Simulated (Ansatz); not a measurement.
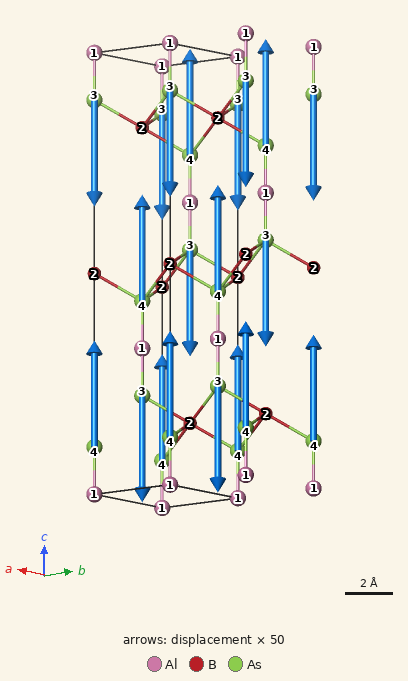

This is a relaxation of solid AlBAs2 (a generated structure, set up in R-3m) (coarse preliminary run). The starting structure is drawn; blue arrows show the displacements (the part carried along by the change of the cell is left out), 50 times their true length.

Style: ball-and-stick. Shown: the conventional cell (3 times the calculation's cell), repeated 1 × 2 × 1 with one cell outlined, from a free direction. Lengths and directions refer to the drawn axes.

The calculation used DFT PBE, scalar-relativistic, plane waves, PAW (Ansatz). Set-up: plane-wave cutoff 420 eV; k-point mesh 6 × 6 × 6; occupations gaussian; smearing width 0.1 eV; no spin polarisation; cell and atoms relaxed; force threshold 0.04 eV/Å; at most 70 steps.

Which element moves most?

Answer. Arsenic: up to 0.096 Å, against 0.000 Å for boron.

What did the optimiser do to the structure, and how much energy did it gain?

Answer. The largest moves relative to the cell, 0.096 Å, are those of As3 and As4. As3 goes along −c. B and Al stay in place. The drawn cell changes as follows: a = b 3.608 → 3.161 Å (−12.4 %), c 19.953 → 22.951 Å (+15.0 %); the volume changes by −11.7 %. Some distances before and after: As3–As3 3.608 → 3.161 Å, Al1–As3 2.138 → 2.556 Å, B2–As3 2.398 → 2.223 Å. Among the angles between lasting bonds that change: B2–As4–B2 97.6° → 90.6°, As3–B2–As3 97.6° → 90.6°, As3–B2–As4 82.4° → 89.4°. The space group stays R-3m (No. 166). After 6 accepted moves (8 points after the start) the energy has fallen by 455 meV per atom. The largest force component goes from 4 to 0.019 eV/Å. The pressure goes from 3.99 to 0.10 GPa. The line search rejected the trial step at point 5 of the run. The SCF was repeated once at an unchanged geometry on a basis and grid sized afresh for the cell, which shifted the energy by 1.7 meV per atom at most.
